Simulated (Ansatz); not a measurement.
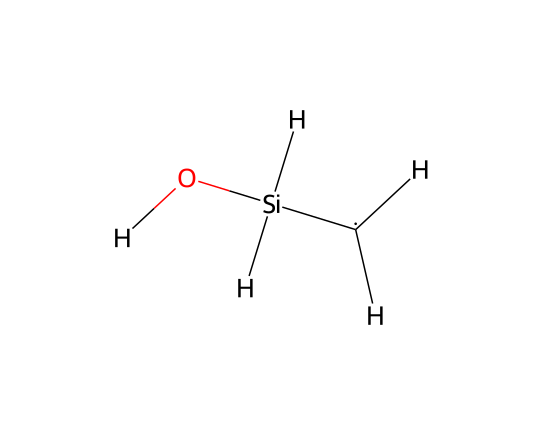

Structural formula above. State: neutral, doublet. The geometry was computed by an optimisation with PBE-D4/def2-SVP. No frequency run is at hand to confirm it as a minimum.

What does the molecule look like in three dimensions?

Formula CH5OSi. Its SMILES string is `[CH2][SiH2]O`. It has no ring. Among its groups: Si–H bond, Si–O bond. The point group is C1. It is an open-shell species. Coordination: 1 C trigonal planar; 1 Si tetrahedral; 1 O bent.

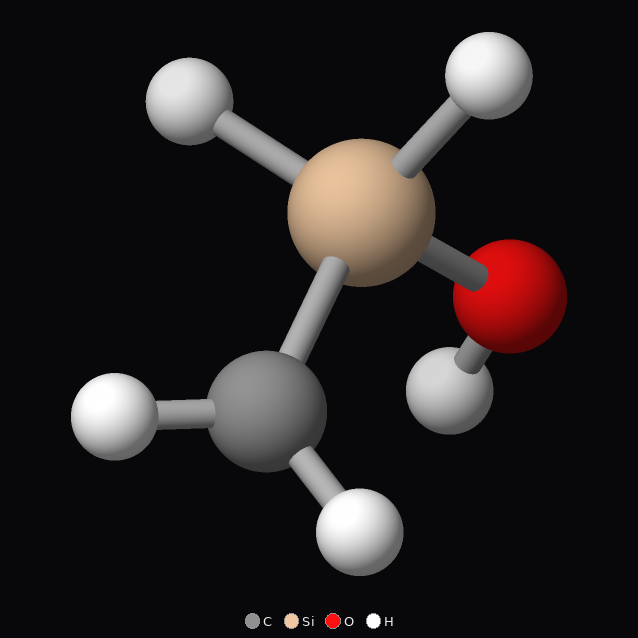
